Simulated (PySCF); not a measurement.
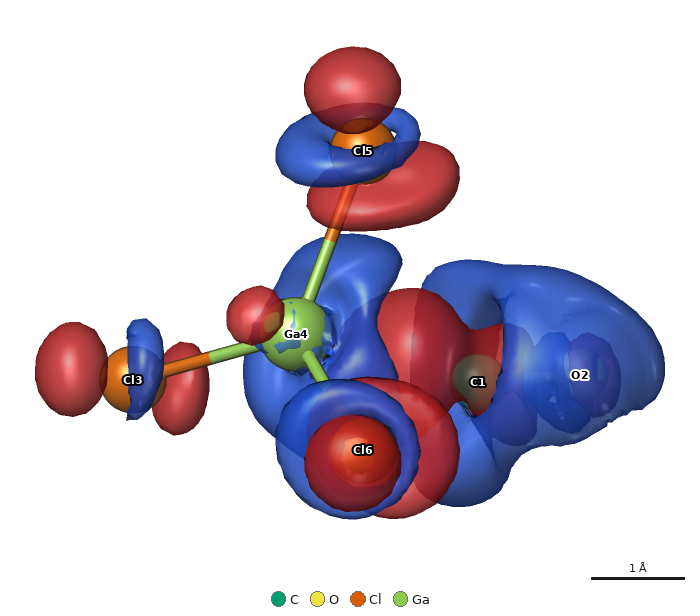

CCl3GaO, SMILES `[C-]#[O+].Cl[Ga](Cl)Cl`. Density of the complex less the densities of the two fragments at the same geometry, ±0.006 e/Å³ (red: gain, blue: loss). Fragment A: CO (atoms 1–2); fragment B: GaCl3.

Computed with PySCF, PBE/def2-TZVP, geometry: GFN2-xTB. GFN2-xTB bond lengths at metals and heavier atoms can be off by up to 0.1 Å and shapes distorted, which carries into these values.

Coordinates in Å:

```
C1      -1.4459   -0.0006    1.3450
O2      -2.5644   -0.0007    1.3451
Cl3      2.2208    0.0009    0.6874
Ga4      0.3123    0.0002   -0.1165
Cl5     -0.5377    1.8038   -0.7914
Cl6     -0.5356   -1.8045   -0.7912
```

How is the density rearranged on binding?

Hirshfeld charges show 0.058 e passing from A to B. By Hirshfeld charges, electrons gather most on Cl5 and Cl6 alike (−0.024 e) and leave O2 most (+0.046 e); 0.21 e is displaced in all, which induces a dipole of 1.15 D.

What is the interaction energy, and which contacts carry it?

The counterpoise-corrected interaction energy of the frozen fragments is −3.0 kcal/mol without dispersion correction and −4.9 kcal/mol with D3(BJ). The pair geometry is semi-empirical, not a minimum at this level. Contacts: C1···Ga4, 2.29 Å, ρ = 0.050 a.u. The pose is a local one from a semi-empirical search, not shown to be the most stable.
